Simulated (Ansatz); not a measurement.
Run report: CCl2GaNO, molecular dynamics (part 1 of 2)

- system: CCl2GaNO, SMILES O=C=[N][Ga]([Cl])[Cl]
- method: RKS PBE-d4/def2-SVP (Ansatz 0.2.0)

The geometry comes from this level: PBE0-D4/def2-TZVP. Figures and captions count atoms from 1; the log counts them from 0 in places.

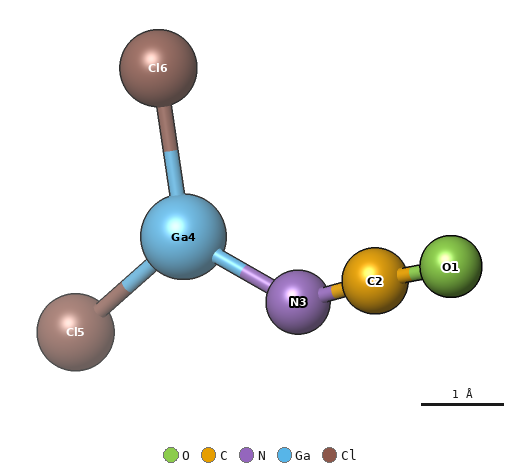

Figure 1. The input geometry (ball-and-stick view, seen at an oblique angle; atoms are numbered from 1 in the order of the input). Sticks mark near contacts. Bond lengths as drawn: Cl–Ga 2.11 Å, C–N 1.20 Å, C–O 1.16 Å and Ga–N 1.81 Å.

Key numbers

- outcome: finished
- mean temperature over the second half: 504 K
- trajectory: 50 steps, 25 fs
- ensemble: nvt_langevin
- temperature in the input: 700 K
- time step: 0.5 fs
- potential energy (last step): −81960.1313 eV
- mean-field energy (last step): −81959.9250 eV
- dispersion energy (last step): −0.2062 eV
- SCF solution under orbital rotations (last step): stable
- largest force (length of the vector) (last step): 3.784 eV/Å
- dipole moment (last step): 0.92 D
- hardware: 4 threads of Arm Neoverse V2, 23 GiB of memory available, shared host
- wall time: 50 s (CPU time 3.1 min)
- peak memory: 0.16 GiB

Notes

So short a trajectory is not equilibrated. The logged temperature at the start can lie below the typed one, since it is counted over all degrees of freedom.

Input
```yaml
crystal:
  periodic: [false, false, false]
  atoms:
    - {symbol: O, position_ang: [-0.747364, 1.507629, 2.307311]}
    - {symbol: C, position_ang: [-0.635835, 0.720854, 1.460078]}
    - {symbol: N, position_ang: [-0.579625, -0.138440, 0.617481]}
    - {symbol: Ga, position_ang: [0.326229, -0.550296, -0.894670]}
    - {symbol: Cl, position_ang: [-0.151682, -2.338582, -1.898716]}
    - {symbol: Cl, position_ang: [1.830378, 0.734835, -1.637483]}
basis:
  gaussian: {orbitals: def2-SVP}
hamiltonian: {xc: {name: PBE}, dispersion: d4}
md: {timestep: 0.5 fs, n_steps: 50, ensemble: nvt_langevin, temperature: 700, initial_velocities: maxwell_boltzmann, friction: 0.01, seed: 714}
```

Launched with:
```bash
ansatz run in.yaml --threads 4 --pin off --events-out ev --progress --plain --max-ram 10444MiB
```

Output
```
Functional definition: PBE
  name "PBE"
  cite "Perdew, Burke & Ernzerhof, Phys. Rev. Lett. 77, 3865 (1996) doi:10.1103/PhysRevLett.77.3865"
  parent pbe
  parameter kappa = 0.804
  parameter beta = 0.06672455060314922
  exchange = pbe_x(kappa = kappa, mu = beta*pi^2/3)
  correlation = pbe_c(beta = beta)
1218 factors; their error is unknown
mean field evaluation 1: about -81952.0113 eV, gradient 6.7e1 eV
mean field evaluation 2: about -81907.8337 eV, gradient 1.5e2 eV
mean field evaluation 4: about -81958.9368 eV, gradient 2.5e1 eV
mean field evaluation 8: about -81960.1857 eV, gradient 2.4e-1 eV
mean field evaluation 16: about -81960.1252 eV, gradient 3.7e-4 eV
mean field -81960.12523256 eV, -3011.9790477283 hartree, gradient 4.4e-5 eV, S^2 0.000000; 0 other end points of the search recorded, 0 dependent functions left out
the calculation of the forces begins
reference -81960.12526574 eV, -3011.9790489478 hartree; 43, 43 occupied and 67, 67 virtual orbitals, 1218 factors
md step     0: t =     0.00 fs  T =   583.3 K  F+E_penalty+E_count = -81960.32902737 eV  E_kin = 0.452410 eV  (27 SCF iters)
these checks for a lower state are left out or cut short: starts, cluster_reference, orbital_swaps, neighbouring_geometries, increment
1218 factors; their error is unknown
mean field -81960.11837421 eV, -3011.9787956886 hartree, gradient 1.2e-5 eV, S^2 0.000000; 0 other end points of the search recorded, 0 dependent functions left out
the calculation of the forces begins
reference -81960.11840738 eV, -3011.9787969078 hartree; 43, 43 occupied and 67, 67 virtual orbitals, 1218 factors
md step     1: t =     0.50 fs  T =   562.7 K  F+E_penalty+E_count = -81960.32243992 eV  E_kin = 0.436419 eV  (31 SCF iters)
[... from here on the SCF iterations and repeated set-up lines of each step are left out, up to the last step ...]
md step     2: t =     1.00 fs  T =   504.3 K  F+E_penalty+E_count = -81960.31489565 eV  E_kin = 0.391144 eV  (31 SCF iters)
md step     3: t =     1.50 fs  T =   476.8 K  F+E_penalty+E_count = -81960.30679686 eV  E_kin = 0.369781 eV  (31 SCF iters)
md step     4: t =     2.00 fs  T =   437.2 K  F+E_penalty+E_count = -81960.29915553 eV  E_kin = 0.339037 eV  (31 SCF iters)
md step     5: t =     2.50 fs  T =   426.9 K  F+E_penalty+E_count = -81960.29210892 eV  E_kin = 0.331069 eV  (31 SCF iters)
md step     6: t =     3.00 fs  T =   462.4 K  F+E_penalty+E_count = -81960.28663514 eV  E_kin = 0.358581 eV  (32 SCF iters)
md step     7: t =     3.50 fs  T =   447.7 K  F+E_penalty+E_count = -81960.28286687 eV  E_kin = 0.347229 eV  (32 SCF iters)
md step     8: t =     4.00 fs  T =   454.0 K  F+E_penalty+E_count = -81960.27935182 eV  E_kin = 0.352109 eV  (32 SCF iters)
md step     9: t =     4.50 fs  T =   496.8 K  F+E_penalty+E_count = -81960.27679150 eV  E_kin = 0.385287 eV  (32 SCF iters)
md step    10: t =     5.00 fs  T =   517.3 K  F+E_penalty+E_count = -81960.27517507 eV  E_kin = 0.401214 eV  (32 SCF iters)
md step    11: t =     5.50 fs  T =   524.8 K  F+E_penalty+E_count = -81960.27328328 eV  E_kin = 0.407025 eV  (31 SCF iters)
md step    12: t =     6.00 fs  T =   492.9 K  F+E_penalty+E_count = -81960.26968360 eV  E_kin = 0.382304 eV  (31 SCF iters)
md step    13: t =     6.50 fs  T =   446.0 K  F+E_penalty+E_count = -81960.26367716 eV  E_kin = 0.345913 eV  (32 SCF iters)
md step    14: t =     7.00 fs  T =   452.4 K  F+E_penalty+E_count = -81960.25500166 eV  E_kin = 0.350838 eV  (32 SCF iters)
md step    15: t =     7.50 fs  T =   442.9 K  F+E_penalty+E_count = -81960.24475978 eV  E_kin = 0.343477 eV  (32 SCF iters)
md step    16: t =     8.00 fs  T =   421.1 K  F+E_penalty+E_count = -81960.23458720 eV  E_kin = 0.326578 eV  (31 SCF iters)
md step    17: t =     8.50 fs  T =   438.4 K  F+E_penalty+E_count = -81960.22348864 eV  E_kin = 0.339989 eV  (30 SCF iters)
md step    18: t =     9.00 fs  T =   460.2 K  F+E_penalty+E_count = -81960.21205415 eV  E_kin = 0.356950 eV  (32 SCF iters)
md step    19: t =     9.50 fs  T =   465.4 K  F+E_penalty+E_count = -81960.20311008 eV  E_kin = 0.360945 eV  (31 SCF iters)
md step    20: t =    10.00 fs  T =   419.6 K  F+E_penalty+E_count = -81960.19741180 eV  E_kin = 0.325387 eV  (31 SCF iters)
md step    21: t =    10.50 fs  T =   404.3 K  F+E_penalty+E_count = -81960.19417516 eV  E_kin = 0.313539 eV  (31 SCF iters)
md step    22: t =    11.00 fs  T =   404.7 K  F+E_penalty+E_count = -81960.19171208 eV  E_kin = 0.313878 eV  (31 SCF iters)
md step    23: t =    11.50 fs  T =   435.2 K  F+E_penalty+E_count = -81960.18926232 eV  E_kin = 0.337499 eV  (32 SCF iters)
md step    24: t =    12.00 fs  T =   401.1 K  F+E_penalty+E_count = -81960.18716556 eV  E_kin = 0.311096 eV  (32 SCF iters)
md step    25: t =    12.50 fs  T =   454.3 K  F+E_penalty+E_count = -81960.18507729 eV  E_kin = 0.352333 eV  (32 SCF iters)
md step    26: t =    13.00 fs  T =   394.9 K  F+E_penalty+E_count = -81960.18142974 eV  E_kin = 0.306261 eV  (32 SCF iters)
md step    27: t =    13.50 fs  T =   432.4 K  F+E_penalty+E_count = -81960.17617678 eV  E_kin = 0.335364 eV  (31 SCF iters)
md step    28: t =    14.00 fs  T =   422.7 K  F+E_penalty+E_count = -81960.16913030 eV  E_kin = 0.327832 eV  (32 SCF iters)
md step    29: t =    14.50 fs  T =   410.9 K  F+E_penalty+E_count = -81960.16067868 eV  E_kin = 0.318711 eV  (32 SCF iters)
md step    30: t =    15.00 fs  T =   439.4 K  F+E_penalty+E_count = -81960.15273216 eV  E_kin = 0.340802 eV  (32 SCF iters)
md step    31: t =    15.50 fs  T =   447.6 K  F+E_penalty+E_count = -81960.14654019 eV  E_kin = 0.347148 eV  (31 SCF iters)
md step    32: t =    16.00 fs  T =   438.7 K  F+E_penalty+E_count = -81960.14296087 eV  E_kin = 0.340231 eV  (32 SCF iters)
md step    33: t =    16.50 fs  T =   492.8 K  F+E_penalty+E_count = -81960.14359410 eV  E_kin = 0.382191 eV  (32 SCF iters)
md step    34: t =    17.00 fs  T =   498.7 K  F+E_penalty+E_count = -81960.14900891 eV  E_kin = 0.386779 eV  (32 SCF iters)
md step    35: t =    17.50 fs  T =   546.8 K  F+E_penalty+E_count = -81960.15767136 eV  E_kin = 0.424053 eV  (31 SCF iters)
md step    36: t =    18.00 fs  T =   540.4 K  F+E_penalty+E_count = -81960.16642706 eV  E_kin = 0.419143 eV  (30 SCF iters)
md step    37: t =    18.50 fs  T =   507.1 K  F+E_penalty+E_count = -81960.17257556 eV  E_kin = 0.393315 eV  (30 SCF iters)
md step    38: t =    19.00 fs  T =   497.0 K  F+E_penalty+E_count = -81960.17594247 eV  E_kin = 0.385415 eV  (30 SCF iters)
md step    39: t =    19.50 fs  T =   477.3 K  F+E_penalty+E_count = -81960.17575266 eV  E_kin = 0.370180 eV  (31 SCF iters)
md step    40: t =    20.00 fs  T =   531.2 K  F+E_penalty+E_count = -81960.17218812 eV  E_kin = 0.411974 eV  (30 SCF iters)
md step    41: t =    20.50 fs  T =   519.8 K  F+E_penalty+E_count = -81960.16560285 eV  E_kin = 0.403119 eV  (31 SCF iters)
md step    42: t =    21.00 fs  T =   523.4 K  F+E_penalty+E_count = -81960.15620275 eV  E_kin = 0.405933 eV  (31 SCF iters)
md step    43: t =    21.50 fs  T =   554.0 K  F+E_penalty+E_count = -81960.14479309 eV  E_kin = 0.429688 eV  (31 SCF iters)
md step    44: t =    22.00 fs  T =   570.2 K  F+E_penalty+E_count = -81960.13308038 eV  E_kin = 0.442217 eV  (32 SCF iters)
md step    45: t =    22.50 fs  T =   589.6 K  F+E_penalty+E_count = -81960.12310161 eV  E_kin = 0.457305 eV  (31 SCF iters)
md step    46: t =    23.00 fs  T =   554.7 K  F+E_penalty+E_count = -81960.11585441 eV  E_kin = 0.430190 eV  (31 SCF iters)
md step    47: t =    23.50 fs  T =   569.8 K  F+E_penalty+E_count = -81960.11324534 eV  E_kin = 0.441937 eV  (31 SCF iters)
md step    48: t =    24.00 fs  T =   560.0 K  F+E_penalty+E_count = -81960.11585780 eV  E_kin = 0.434300 eV  (31 SCF iters)
md step    49: t =    24.50 fs  T =   554.1 K  F+E_penalty+E_count = -81960.12224450 eV  E_kin = 0.429752 eV  (31 SCF iters)
these checks for a lower state are left out or cut short: starts, cluster_reference, orbital_swaps, neighbouring_geometries, increment
1218 factors; their error is unknown
mean field -81959.92500524 eV, -3011.9716895101 hartree, gradient 1.0e-5 eV, S^2 0.000000; 0 other end points of the search recorded, 0 dependent functions left out
the calculation of the forces begins
reference -81959.92503846 eV, -3011.9716907309 hartree; 43, 43 occupied and 67, 67 virtual orbitals, 1218 factors
1218 factors; their error is unknown
mean field evaluation 416: about -81959.7444 eV, gradient 1.1e1 eV
mean field -81959.92500524 eV, -3011.9716895101 hartree, gradient 1.0e-5 eV, S^2 0.000000; 1 other end points of the search recorded, 0 dependent functions left out
the calculation of the forces begins
reference -81959.92503846 eV, -3011.9716907309 hartree; 43, 43 occupied and 67, 67 virtual orbitals, 1218 factors
md step    50: t =    25.00 fs  T =   584.2 K  F+E_penalty+E_count = -81960.13123168 eV  E_kin = 0.453114 eV  (30 SCF iters)
```

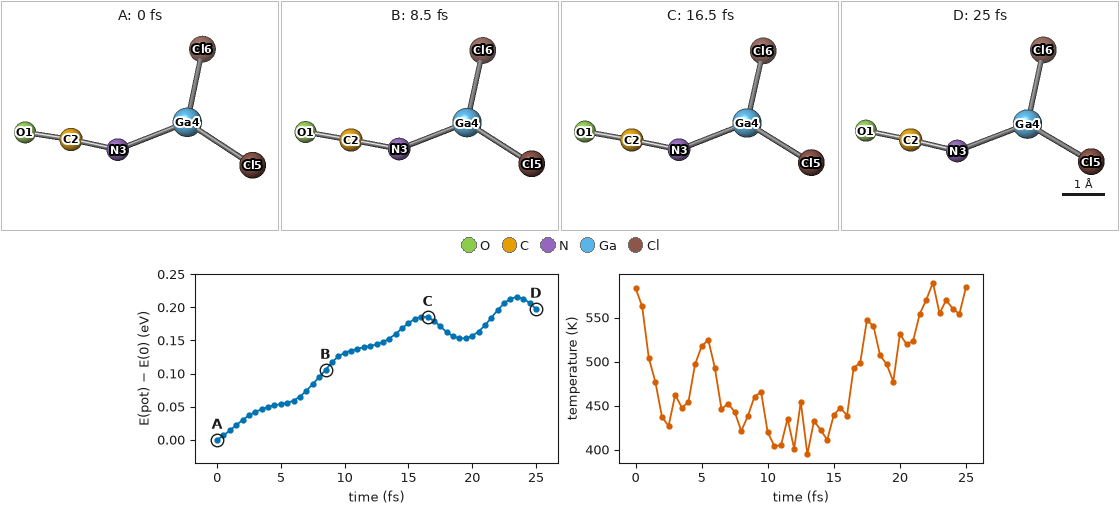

Figure 2. Frames of the molecular dynamics (ball-and-stick, seen at a tilt) above the curves, on which the letters mark them. The trajectory kept here has 51 frames over 25 fs. The temperature starts at 583 K, ranges from 395 to 590 K and averages 504 K over the second half. The potential energy ends 0.198 eV above its first value. After an unweighted best fit of the last frame on the first, the root-mean-square displacement is 0.08 Å, and Ga4 has moved furthest (0.13 Å).

```
Total energy: -81960.13126490 eV, -3011.9792694129 hartree
Atom 0 at    -0.739934     1.362998     2.356079 Å, force    -0.331576     2.324585     2.967245 eV/Å
Atom 1 at    -0.666470     0.600848     1.503399 Å, force     0.234282    -0.554325    -1.216474 eV/Å
Atom 2 at    -0.624169    -0.194852     0.606481 Å, force     0.152647    -1.577933    -1.965288 eV/Å
Atom 3 at     0.300459    -0.456180    -0.958393 Å, force    -1.083572    -0.555971     1.269610 eV/Å
Atom 4 at    -0.034536    -2.249318    -1.963794 Å, force    -0.308430    -0.808774    -0.556547 eV/Å
Atom 5 at     1.917688     0.670606    -1.512199 Å, force     1.336649     1.172417    -0.498547 eV/Å
Dipole moment:     0.022237     0.039065    -0.185300 e Å
```

Trajectory as extended XYZ (Å, eV, eV/Å), 31 of the 51 frames kept, from step=0 to step=50
```
6
Properties=species:S:1:pos:R:3:forces:R:3 step=0 time_fs=0.0 energy=-81960.32903 temperature=583.3
O    -0.7474    1.5076    2.3073   -0.1944   1.2535   1.3708
C    -0.6358    0.7209    1.4601    0.0475   0.0325  -0.0305
N    -0.5796   -0.1384    0.6175    0.0093  -1.1432  -1.0382
Ga    0.3262   -0.5503   -0.8947   -0.0908  -0.0296   0.0872
Cl   -0.1517   -2.3386   -1.8987   -0.1030  -0.3965  -0.2261
Cl    1.8304    0.7348   -1.6375    0.3314   0.2833  -0.1632
6
Properties=species:S:1:pos:R:3:forces:R:3 step=2 time_fs=1.0 energy=-81960.31490 temperature=504.3
O    -0.7471    1.5017    2.3067   -0.1691   0.9557   1.0845
C    -0.6375    0.7090    1.4589   -0.0116   0.7499   0.6646
N    -0.5763   -0.1413    0.6165    0.0143  -1.5338  -1.3937
Ga    0.3254   -0.5475   -0.8970   -0.1393  -0.0764   0.1296
Cl   -0.1481   -2.3316   -1.9007   -0.1285  -0.4737  -0.2721
Cl    1.8283    0.7306   -1.6308    0.4343   0.3783  -0.2129
6
Properties=species:S:1:pos:R:3:forces:R:3 step=3 time_fs=1.5 energy=-81960.30680 temperature=476.8
O    -0.7469    1.4988    2.3061   -0.1568   0.8309   0.9665
C    -0.6379    0.7036    1.4581   -0.0404   1.0405   0.9460
N    -0.5752   -0.1430    0.6156    0.0132  -1.6844  -1.5260
Ga    0.3249   -0.5460   -0.8981   -0.1593  -0.1029   0.1419
Cl   -0.1461   -2.3284   -1.9017   -0.1396  -0.5072  -0.2926
Cl    1.8275    0.7286   -1.6278    0.4828   0.4231  -0.2359
6
Properties=species:S:1:pos:R:3:forces:R:3 step=5 time_fs=2.5 energy=-81960.29211 temperature=426.9
O    -0.7462    1.4930    2.3054   -0.1352   0.6355   0.7866
C    -0.6377    0.6940    1.4571   -0.0860   1.4498   1.3373
N    -0.5737   -0.1471    0.6135    0.0013  -1.8693  -1.6752
Ga    0.3241   -0.5429   -0.9003   -0.1944  -0.1585   0.1572
Cl   -0.1418   -2.3229   -1.9038   -0.1587  -0.5639  -0.3283
Cl    1.8270    0.7243   -1.6227    0.5729   0.5064  -0.2777
6
Properties=species:S:1:pos:R:3:forces:R:3 step=7 time_fs=3.5 energy=-81960.28287 temperature=447.7
O    -0.7457    1.4872    2.3059   -0.1364   0.5404   0.7188
C    -0.6389    0.6857    1.4582   -0.0816   1.5375   1.3873
N    -0.5719   -0.1516    0.6112   -0.0454  -1.8354  -1.5876
Ga    0.3230   -0.5396   -0.9025   -0.2203  -0.2145   0.1604
Cl   -0.1374   -2.3177   -1.9061   -0.1768  -0.6145  -0.3610
Cl    1.8278    0.7188   -1.6180    0.6605   0.5865  -0.3180
6
Properties=species:S:1:pos:R:3:forces:R:3 step=8 time_fs=4.0 energy=-81960.27935 temperature=454.0
O    -0.7453    1.4841    2.3060   -0.1501   0.5619   0.7589
C    -0.6398    0.6820    1.4595   -0.0566   1.4474   1.2691
N    -0.5707   -0.1540    0.6101   -0.0791  -1.7553  -1.4746
Ga    0.3228   -0.5381   -0.9034   -0.2339  -0.2400   0.1630
Cl   -0.1350   -2.3150   -1.9073   -0.1859  -0.6409  -0.3779
Cl    1.8286    0.7159   -1.6157    0.7057   0.6268  -0.3385
```
